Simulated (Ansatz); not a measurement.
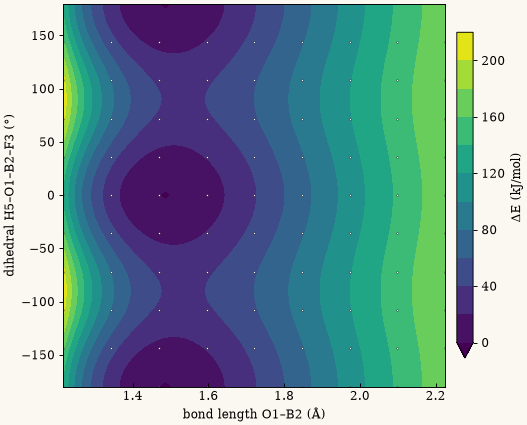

BClFH₂O, SMILES [OH2+]B(F)Cl, charge +1. 
- First axis: bond length O1–B2. Second axis: dihedral H5–O1–B2–F3.
- Nothing is relaxed (all other coordinates rigid).
- The scan uses a 9 × 10 grid; 55 points were computed and 35 follow by symmetry.
- Points are written as (first, second).
- All energies are given in kJ/mol relative to the lowest grid point.
- The reference is spin-restricted, which grows unreliable where a bond is stretched far.
- Method: RKS wB97M-V/def2-SVP (Ansatz).

In the figure: filled contours, dots at the grid points. Between grid points the surface is interpolated.

The lowest grid point is at (1.469 Å, −180°); the map holds 2 wells of about this depth. The highest grid point, (1.217 Å, −72°), lies 204 kJ/mol above the lowest. On the interpolated surface the easiest way out of the lowest well to a well of about the same depth near (1.469 Å, 0°) passes a barrier of about 37 kJ/mol. Round the minimum the two coordinates are nearly uncoupled.

The level of theory is changed to Ansatz 0.2.0, RHF/def2-SVP; with it change the reference geometry, relaxed at the new level; the new grid has 15 × 15 points, laid about the new relaxed structure.

Question: What will the new map look like?

Answer: The minimum (interpolated where it lies between grid points) moves from about (1.483 Å, −180°) to about (1.469 Å, −180°). The easiest pass out of the lowest well goes from about 37 to about 41 kJ/mol on the interpolated surfaces.

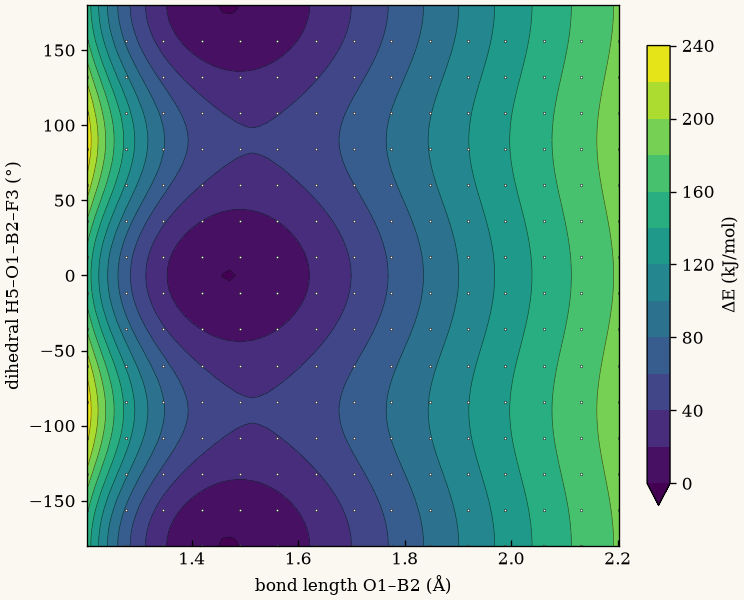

The map after the change, on a colour scale of its own. Drawn: filled contours, dots at the grid points. Between grid points the surface is interpolated.
